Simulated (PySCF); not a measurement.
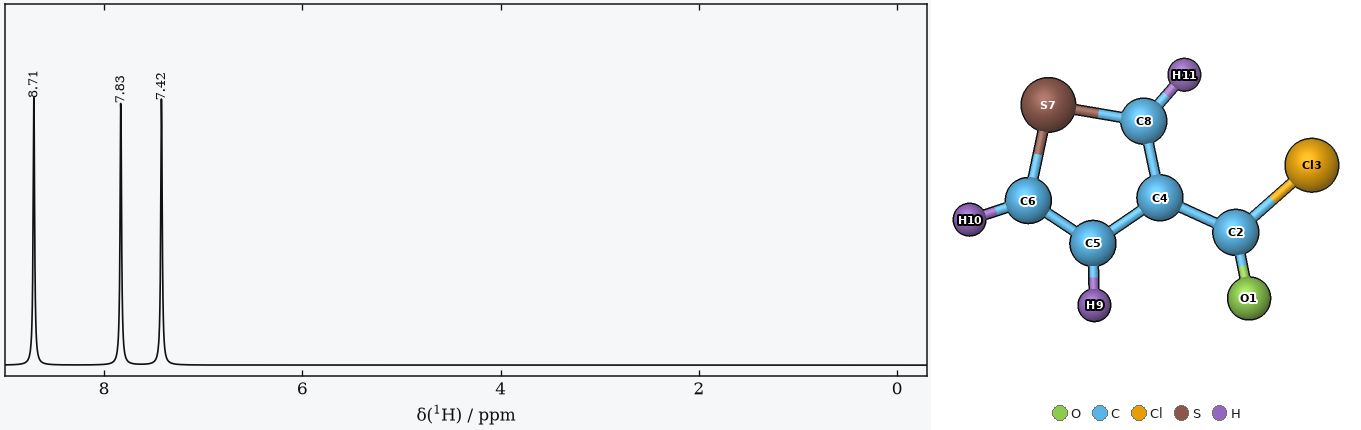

Spectrum and numbered structure of C₅H₃ClOS, SMILES O=C(Cl)c1ccsc1. GIAO shifts, PBE0/aug-cc-pVDZ, PySCF, at a PBE0-D3(BJ)/def2-SVP geometry (no frequency check), against TMS for ¹H computed at the same level. Gas phase, fully decoupled, line heights follow the number of nuclei, widths are arbitrary (no quadrupolar broadening); values of one conformer, averaged over methyl-type rotors and exact or near symmetry; other conformers aren't averaged in.

**Assign the ¹H signals to the numbered atoms.**

```tsv
δ (ppm)	nuclei	atoms
8.71	1	H11
7.83	1	H9
7.42	1	H10
```
